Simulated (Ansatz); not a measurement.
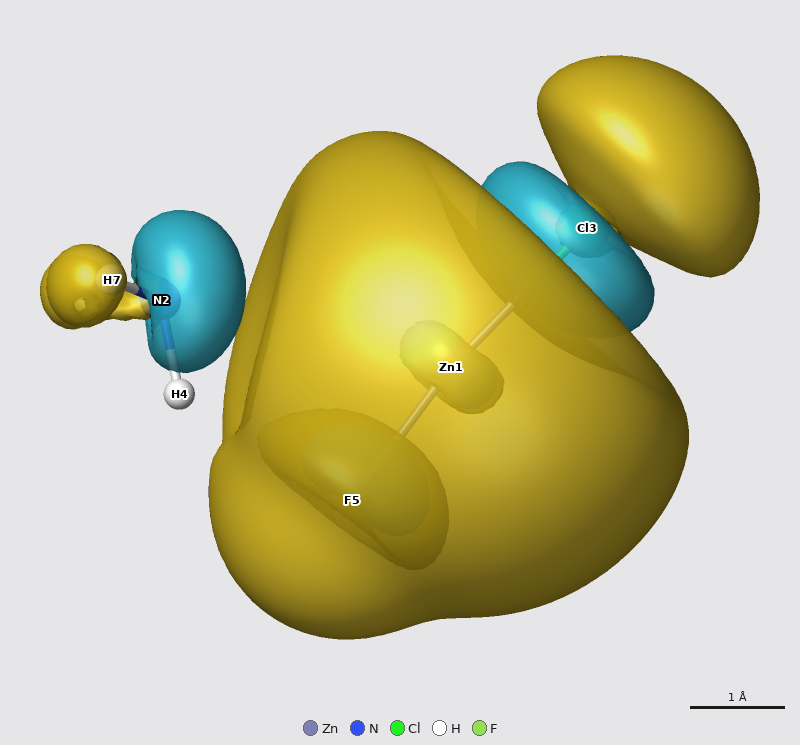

*ClFZn···NH3. The LUMO at ±0.04 Å⁻³ᐟ² (yellow and cyan are the two phases), seen across its widest extent.*

Not at a stationary point (largest force 0.7 eV/Å).

Computed with Ansatz, RKS PBE-D4/def2-SVP.

```xyz
7

Zn   -1.0994   -0.7919   -1.3306
N     0.8171    0.3988    0.9557
Cl   -1.0127   -2.8110   -1.9025
H     0.1805    1.0902    0.5416
F    -1.3268    0.9486   -1.0284
H     1.7716    0.7419    0.7925
H     0.6696    0.4235    1.9717
```

### What is the character of this orbital?

Its weight (Hirshfeld) is mainly on Zn1 (about 60 %), Cl3 (about 20 %) and F5 (about 15 %). Its energy is −2.11 eV.
